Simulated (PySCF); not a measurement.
Molecule: SMILES [F][Ga]([F])[c]1ccccc1. Atoms near the plane z = 0.8 Å, at the PBE0/def2-SVP optimised geometry (x, y, z in Å): Ga1 (1.3, 1.7, 0.0), F2 (3.0, 1.7, 0.0), F3 (0.6, 3.3, 0.0), C4 (0.2, 0.1, 0.0), C5 (-1.2, 0.2, 0.0), C6 (-1.9, -1.0, -0.1), C7 (-1.3, -2.2, 0.0), C8 (0.1, -2.3, 0.0), C9 (0.8, -1.2, 0.0), H10 (-1.7, 1.2, -0.1), H11 (-3.0, -0.9, -0.1), H12 (-1.9, -3.1, 0.0), H13 (0.5, -3.3, 0.0), H14 (1.9, -1.2, 0.1).

Method: PBE0/def2-TZVP run with PySCF 2.14.0. The values are rescaled to run from 0 to 1.

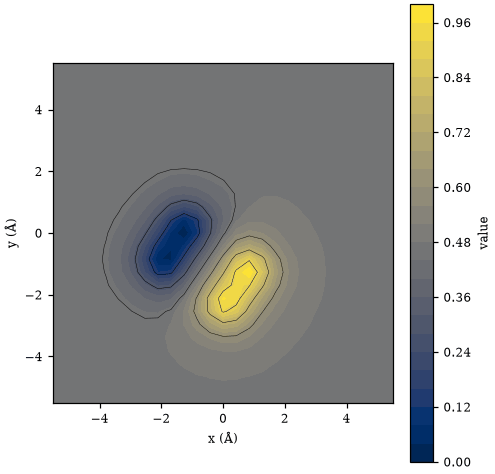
Figure. a field on the plane z = 0.8 Å.

Q: Which quantity is mapped?
A. deformation density (molecule minus spherical neutral atoms)
B. electrostatic potential
C. log10 of the electron density
D. an orbital amplitude

A: D, an orbital amplitude. In full: HOMO amplitude (bohr^(-3/2)).
